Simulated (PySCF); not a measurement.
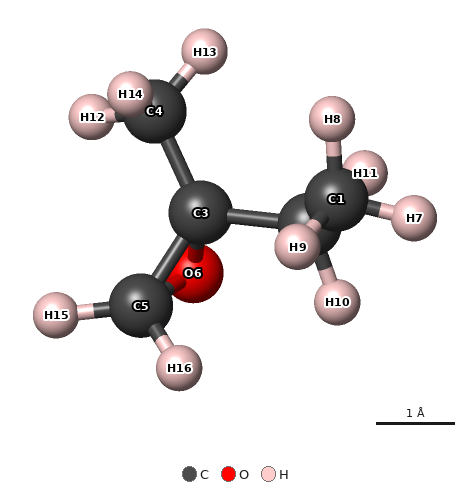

The input geometry (ball-and-stick view, seen at a tilt; atoms are numbered from 1 in the order of the input). Bond lengths as drawn: C–C 1.43 to 1.53 Å, C–H 1.03 to 1.12 Å and C–O 1.40 to 1.44 Å.

C5H10O: NMR shielding calculation

C5H10O, computed with GIAO KT3/STO-3G NMR shielding, non-relativistic, gas phase (PySCF 2.14.0).

Some settings of this run were made unusual or wrong on purpose. The geometry comes from this level: GFN2-xTB, MD frame at 3225 fs, 450 K. Figures and captions count atoms from 1; the log counts them from 0 in places.

Input file
```
{"job": {"kind": "nmr", "xc": "KT3", "basis": "STO-3G", "pop": false}, "charge": 0, "multiplicity": 1}
C     -0.877843     3.587866     1.293295
C     -0.532526     2.589110     0.220870
C      0.628529     1.610397     0.365740
C      0.592598     0.593081     1.391953
C      1.848907     2.060368    -0.236188
O      0.964672     1.156858    -0.917611
H     -1.676901     4.042856     0.821586
H     -1.259380     3.153867     2.195275
H     -0.100828     4.332884     1.505881
H     -0.434682     3.119327    -0.724637
H     -1.501547     2.039200     0.126374
H      1.299737    -0.179560     1.095523
H     -0.343496     0.208854     1.611431
H      0.850974     1.085054     2.272161
H      2.887660     1.727380    -0.043403
H      1.797186     3.123682    -0.559233
```

The first line tells a small driver script what to run in PySCF; the rest is the geometry in Å.

Command:
```bash
OMP_NUM_THREADS=1 python <driver script> task.json out
```

What the program printed
```
coarse grid: 12720 points
cycle   1  E = -272.4515807131  dE =  8.504e-01  |g| = 4.888e-01  |ddm| = 4.858e+00
cycle   2  E = -272.2449105323  dE =  2.067e-01  |g| = 9.934e-01  |ddm| = 1.950e+00
cycle   3  E = -272.5324653893  dE = -2.876e-01  |g| = 7.432e-02  |ddm| = 1.281e+00
cycle   4  E = -272.5340066748  dE = -1.541e-03  |g| = 2.569e-02  |ddm| = 1.272e-01
cycle   5  E = -272.5342068493  dE = -2.002e-04  |g| = 2.878e-03  |ddm| = 3.516e-02
cycle   6  E = -272.5342093098  dE = -2.460e-06  |g| = 6.460e-04  |ddm| = 4.572e-03
final grid: 120968 points
cycle   7  E = -272.5560056093  dE = -2.566e-05  |g| = 7.404e-03  |ddm| = 2.857e-02
cycle   8  E = -272.5560096485  dE = -4.039e-06  |g| = 6.637e-03  |ddm| = 2.057e-02
cycle   9  E = -272.5560243027  dE = -1.465e-05  |g| = 5.028e-04  |ddm| = 9.701e-03
cycle  10  E = -272.5560243844  dE = -8.168e-08  |g| = 9.788e-05  |ddm| = 8.557e-04
cycle  11  E = -272.5560243870  dE = -2.649e-09  |g| = 3.953e-05  |ddm| = 1.739e-04
cycle  12  E = -272.5560243874  dE = -4.248e-10  |g| = 8.118e-06  |ddm| = 5.196e-05
```

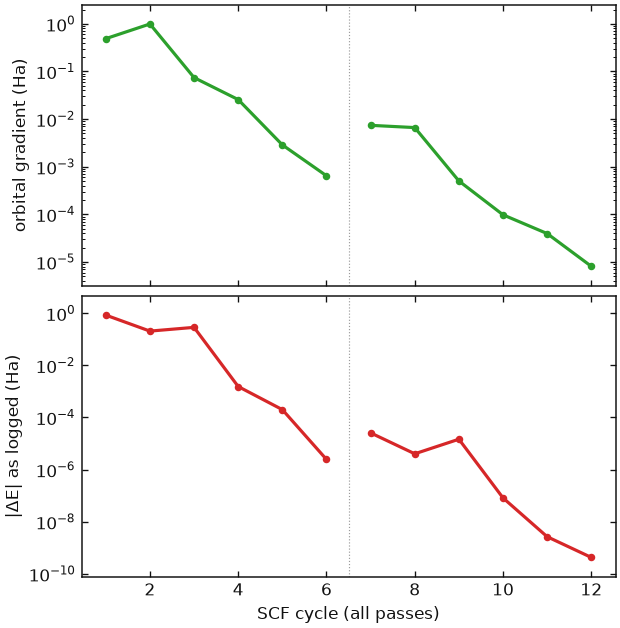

Convergence of the self-consistent field: orbital gradient and size of the energy change against the SCF cycle. The dotted line marks the change from a coarse to the final integration grid. The first 6 cycles use a coarse grid, the final grid takes over at cycle 7, and the field converges after 12 cycles in all.

```
converged SCF energy = -272.5560243874

GIAO shielding tensors (ppm)
atom      isotropic    diamagn.    paramagn.     s11        s22        s33       span
  0 C      216.299     239.453     -23.154    204.324    216.644    227.928     23.604
  1 C      197.346     244.957     -47.611    181.765    190.815    219.459     37.695
  2 C      189.798     251.187     -61.389    155.575    197.407    216.412     60.837
  3 C      218.336     245.814     -27.478    203.625    214.086    237.296     33.670
  4 C      190.050     257.867     -67.816    155.664    196.460    218.027     62.363
  5 O      316.166     379.811     -63.645    171.220    387.450    389.828    218.609
  6 H       33.366      28.571       4.796     26.706     30.624     42.768     16.062
  7 H       32.817      29.415       3.403     27.746     30.669     40.036     12.291
  8 H       32.361      27.478       4.882     27.370     29.992     39.721     12.351
  9 H       32.035      33.278      -1.243     25.100     31.810     39.195     14.095
 10 H       31.030      33.884      -2.854     25.005     30.040     38.044     13.039
 11 H       32.553      32.289       0.264     25.820     30.166     41.673     15.853
 12 H       33.478      34.556      -1.079     28.127     30.918     41.389     13.262
 13 H       33.342      32.987       0.356     28.029     30.847     41.150     13.122
 14 H       31.117      31.301      -0.183     25.731     29.034     38.587     12.856
 15 H       31.485      31.489      -0.004     24.371     31.386     38.698     14.327
```

Outcome

| quantity | value |
| --- | --- |
| outcome | converged |
| total energy | −272.556024 hartree |
| HOMO | −2.91 eV |
| LUMO | 5.28 eV |
| dipole moment | 1.20 D |
| isotropic shielding, C | 189.8 to 218.3 ppm |
| isotropic shielding, O | 316.2 ppm |
| isotropic shielding, H | 31.0 to 33.5 ppm |
| hardware | 1 CPU thread, shared host |
| wall time | 3.4 s |
| peak memory | 0.42 GiB |

Some settings of this run were drawn to be unusual or wrong. It converged; results that depend on the unusual settings are not reference values.
